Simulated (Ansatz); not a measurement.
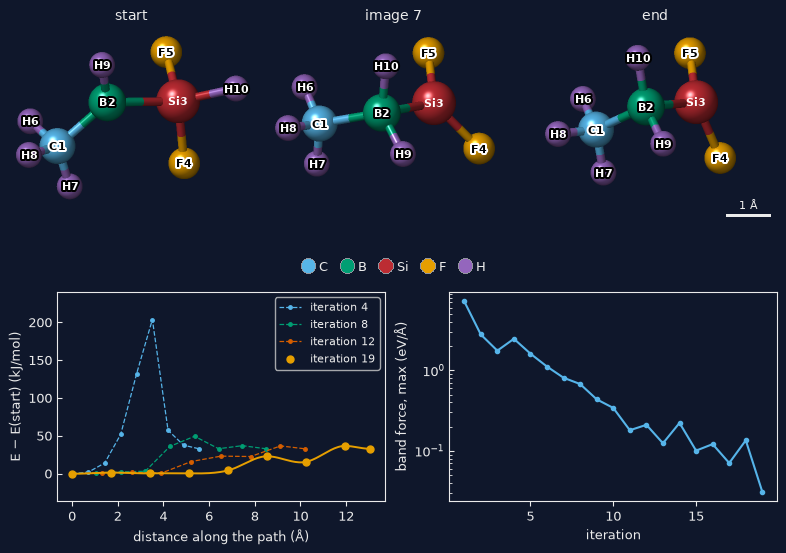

A nudged-elastic-band calculation for CH5BF2Si. Images are numbered from 0 (start) to 8 (end). The plot follows the band through its iterations. Style: ball-and-stick. Shown from a free direction.

All numbers below come from UKS revPBE-D4/def2-SVP (Ansatz). Run with 7 movable images; climbing image; force threshold 0.05 eV/Å; iteration limit 60; starting path through a guess of the saddle point.

Did the band converge, and can the barrier be trusted?

Answer. The run is converged, with reservations. The band converged in 19 iterations. The largest component of the band force went from 7.2 to 0.031 eV/Å. The climbing image converged on the top of the path. Its vibrational analysis gives one imaginary mode (74i cm⁻¹), as a transition state must have. The first iteration put the highest image at 408.4 kJ/mol. The energy climbs by 36.7 kJ/mol to image 7 and then falls by 3.8 kJ/mol, so the end point sits at +32.9 kJ/mol. The profile has 3 maxima (images 1, 5, 7) with a dip at image 6 (+15.6 kJ/mol), so the process runs in steps.
